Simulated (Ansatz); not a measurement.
# Si(SH)Cl3 (Cl3HSSi): an energy map over bond length Si1–Cl4 and bond length Si1–Cl6

Aim: map the energy of Si(SH)Cl3 (Cl₃HSSi) over two coordinates, and find its wells, ridges and stiffness.

Computed with Ansatz 0.2.0. Level: RKS PBE-D4/def2-SVP.

**1. Starting geometry**

6 atoms, charge 0, spin multiplicity 1.

Atoms are counted from 1 here; the program's logs count them from 0.

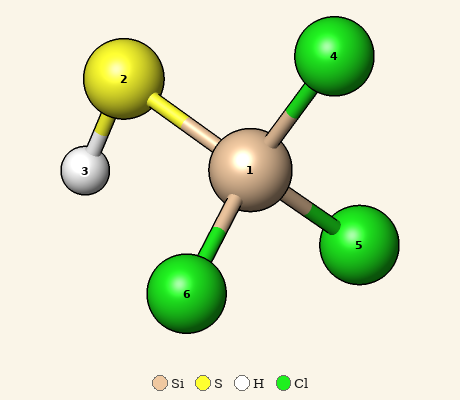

Start geometry, drawn with silicon light orange, sulfur yellow, hydrogen white, chlorine green; atoms are numbered from 1 in the order of the file.

Geometry (Å):

```xyz
6

Si    0.19309   -0.00748   -0.37685
S     0.30075    0.02596    1.75041
H    -1.05653    0.03757    1.89096
Cl    2.14020   -0.01891   -1.03868
Cl   -0.78864    1.64038   -1.13809
Cl   -0.78887   -1.67753   -1.08774
```

This geometry comes from a loose relaxation at PBE in a small basis, which is not shown.

**3. The grid**

First coordinate, bond length Si1–Cl4: 11 values from 1.810 to 2.571 Å. Second coordinate, bond length Si1–Cl6: 11 values from 1.692 to 3.096 Å.

Nothing else is relaxed (all other coordinates rigid). Energies count from the relaxed molecule at the same level. Points are written as (first, second).

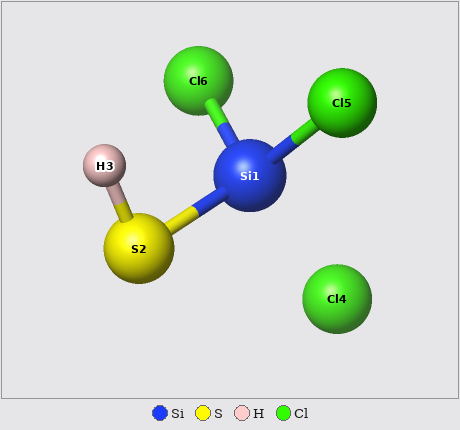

The geometry at (2.419 Å, 1.973 Å).

(The set-up runs are not shown.)

**4. The run at (2.419 Å, 1.973 Å)**

input.yaml

```yaml
crystal:
  periodic: [false, false, false]
  atoms:
    - { symbol: Si, position_ang: [0.192329, -0.007362, -0.378006] }
    - { symbol: S, position_ang: [0.300809, 0.026444, 1.749321] }
    - { symbol: H, position_ang: [-1.056347, 0.036625, 1.891609] }
    - { symbol: Cl, position_ang: [2.483436, -0.020887, -1.154027] }
    - { symbol: Cl, position_ang: [-0.788091, 1.641897, -1.138155] }
    - { symbol: Cl, position_ang: [-0.745783, -1.605253, -1.055809] }
basis:
  gaussian: { orbitals: def2-SVP }
hamiltonian:
  xc: pbe
  dispersion: d4
output:
  forces: true
```

Run with:

```console
$ ansatz run input.yaml --threads 1 --pin off --max-ram 2560MiB --backend cpu --events-out ev --progress --plain --runs-dir out
```

Further runs follow: the other points that were computed.

Before running it: what results should come out? Wanted: lowest point; highest computed point; largest force on an atom.

The runs gave:

| quantity | value |
| --- | --- |
| lowest point | (2.038 Å, 2.113 Å), 0.023 eV |
| highest computed point | (2.571 Å, 3.096 Å), 3.81 eV above the lowest |
| largest force on an atom (eV/Å) | 0.8 at (2.038 Å, 2.113 Å) to 17.1 at (1.810 Å, 1.692 Å); 0.8 at the lowest point |
| time for the whole task | 6.2 min on 1 thread, shared host |

The lowest computed point is at (2.038 Å, 2.113 Å), 0.023 eV from the relaxed molecule at the same level. No other kind of well shows on this grid. The highest computed point, (2.571 Å, 3.096 Å), lies 3.81 eV above the lowest. Round the minimum the two coordinates are nearly uncoupled.
